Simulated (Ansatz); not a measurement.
C₃H₁₂BNO: several calculations on one system

Part 1: Relaxation

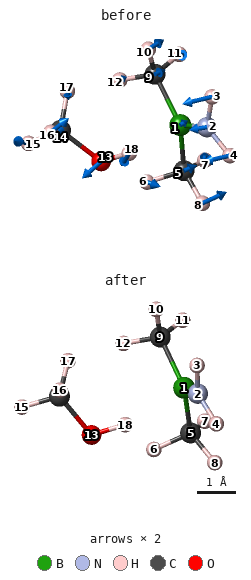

The structure of C3H12BNO before (top) and after (bottom) a relaxation, at one scale. The blue arrows give the displacements, 2 times their true length.

The picture is a ball-and-stick view, seen at a tilt.

The run prepares an end point of a later path (reaction) calculation, from a guessed geometry.

Method: RKS B3LYP-D4/6-31G* (Ansatz 0.2.0).

Input file:
```yaml
crystal:
  periodic: [false, false, false]
  atoms:
    - { symbol: B, position_ang: [0.03959, 0.212745, 0.079716] }
    - { symbol: "N", position_ang: [-0.09337, 0.337161, 1.554084] }
    - { symbol: H, position_ang: [-0.991062, 0.434645, 2.009903] }
    - { symbol: H, position_ang: [0.686071, 0.605892, 2.140374] }
    - { symbol: C, position_ang: [1.466374, 0.382047, -0.57429] }
    - { symbol: H, position_ang: [1.678968, -0.450709, -1.253409] }
    - { symbol: H, position_ang: [1.498109, 1.30001, -1.180021] }
    - { symbol: H, position_ang: [2.287161, 0.438931, 0.151823] }
    - { symbol: C, position_ang: [-1.287988, 0.101135, -0.773029] }
    - { symbol: H, position_ang: [-2.163623, -0.220801, -0.194217] }
    - { symbol: H, position_ang: [-1.531932, 1.086299, -1.198475] }
    - { symbol: H, position_ang: [-1.172864, -0.580976, -1.622819] }
    - { symbol: O, position_ang: [0.360778, -2.372521, 0.342787] }
    - { symbol: C, position_ang: [-0.697535, -3.267457, 0.044243] }
    - { symbol: H, position_ang: [-0.362395, -3.893574, -0.792049] }
    - { symbol: H, position_ang: [-0.937566, -3.930974, 0.891984] }
    - { symbol: H, position_ang: [-1.618081, -2.74337, -0.26416] }
    - { symbol: H, position_ang: [0.131765, -1.871885, 1.162057] }
basis:
  gaussian: { orbitals: "6-31G*" }
hamiltonian:
  xc: b3lyp
  dispersion: d4
relax:
  f_tol: 0.03
  max_steps: 50
```

Run as
```bash
ansatz run input.yaml --threads 4 --pin off --max-ram 5120MiB --backend cpu --events-out ev --progress --plain --runs-dir out
```

Question: Summarise the run.

Answer: After 10 geometry steps the energy has fallen by 15.4 kJ/mol. Largest force component: 1.9 eV/Å at the start, 0.018 eV/Å at the end. H15 moves most after the best rigid fit: 0.50 Å. By element the largest moves are H 0.50 Å, O 0.36 Å, N 0.25 Å, C 0.20 Å, B 0.13 Å. Some distances before and after: B1–N2 1.486 → 1.416 Å, O13–H18 0.987 → 0.974 Å. Bond angles that change, for instance: B1–C5–H6 110.5° → 108.4°. Groups turn about B1–C5 by about 20°.

Limits of the set-up: the start holds two separate molecules, 2.3 Å apart at their closest, whose relative position is a soft coordinate.

Part 2: Relaxation

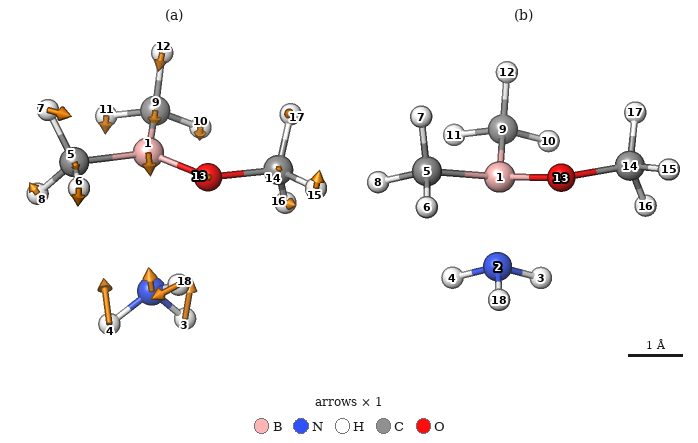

The structure of C₃H₁₂BNO before (left) and after (right) a relaxation, at one scale. The orange arrows give the displacements, at their true length.

The picture is a ball-and-stick view, seen face on.

The run prepares an end point of a later path (reaction) calculation, from a guessed geometry.

All numbers below come from RKS B3LYP-D4/6-31G* in Ansatz. Set-up: no spin polarisation; force threshold 0.03 eV/Å; at most 50 steps.

> What changed between the two?

The energy falls by 0.185 eV in 17 accepted moves (19 points after the start). Largest force component: 0.63 eV/Å at the start, 0.016 eV/Å at the end. The line search rejected the trial steps at points 2, 8 of the run. The atom that moves furthest after the best rigid fit is H4 (1.00 Å). By element the largest moves are H 1.00 Å, N 0.51 Å, B 0.47 Å, C 0.36 Å, O 0.09 Å. Some distances before and after: B1–N2 2.750 → 1.781 Å, B1–O13 1.393 → 1.437 Å, B1–C5 1.579 → 1.611 Å, B1–C9 1.585 → 1.617 Å. Bond angles that change, for instance: C5–B1–C9 122.0° → 116.3°, C5–B1–O13 115.3° → 110.8°, C9–B1–O13 122.3° → 118.3°. Cost: 75 s on 4 threads of Intel(R) Xeon(R) Platinum 8259CL CPU @ 2.50GHz (Skylake/Cascade Lake), with other jobs on the host, peak memory 0.34 GiB.

Limits of the set-up: the start holds two separate molecules, 2.2 Å apart at their closest, whose relative position is a soft coordinate.

Part 3: Path

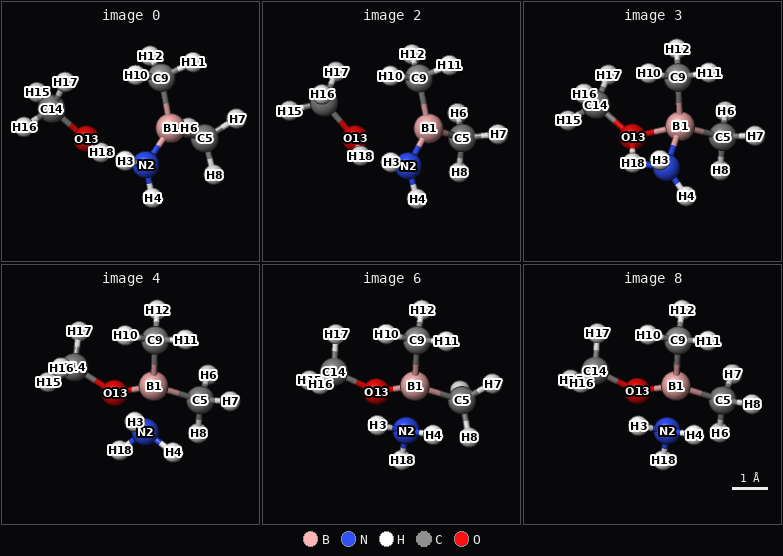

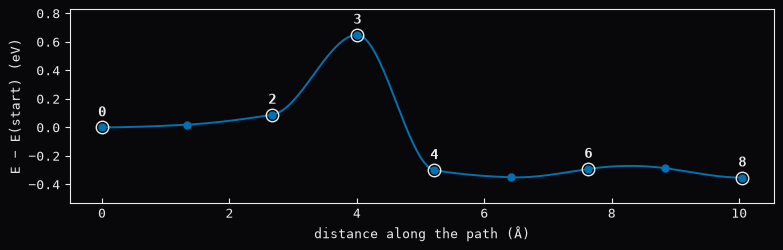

NEB run on C₃H₁₂BNO. Images are numbered from 0 (start) to 8 (end). A ball-and-stick model, seen from a free direction.

All numbers below come from Ansatz 0.2.0, RKS B3LYP-D4/6-31G*. Run with 7 movable images; climbing image; force threshold 0.05 eV/Å; iteration limit 60; starting path through a guess of the saddle point.

Question: Describe the mechanism and the energy profile.

Answer: Forward barrier 0.65 eV, backward barrier 1.00 eV, with image 3 at the top; the reaction energy is −0.35 eV. The profile has 2 maxima (images 3, 7) with a dip at image 5 (−0.35 eV), so the process runs in steps. The path has more than one stage, and so few images may leave a stage unresolved. Breaking: O13–H18 (0.97 → 1.18 at the top → 2.64 Å). Forming: B1–O13 (3.09 → 1.67 at the top → 1.44 Å), N2–H18 (2.13 → 1.36 at the top → 1.02 Å). The band converged in 23 iterations. The largest component of the band force went from 11 to 0.041 eV/Å. The climbing image converged on the top of the path. Its vibrational analysis gives one imaginary mode (1202i cm⁻¹), as a transition state must have.
